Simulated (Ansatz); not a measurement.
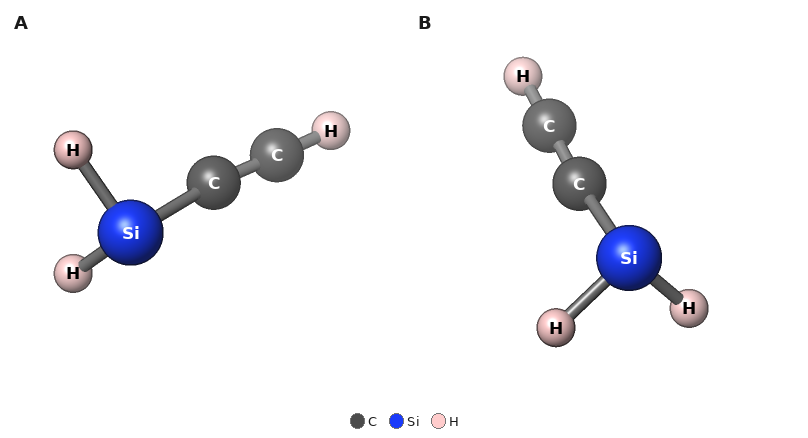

Distant atoms are faded towards the background colour. Charge −1, singlet. The computed structure is the end point of a PBE-D4/def2-SVPD optimisation. No frequency run is at hand to confirm it as a minimum.

> Can A be turned into B by a rotation alone?

Yes. They are the same structure, C2H3Si (charge −1), seen from two directions. With point group Cs it is achiral, so its mirror image would be the same too.
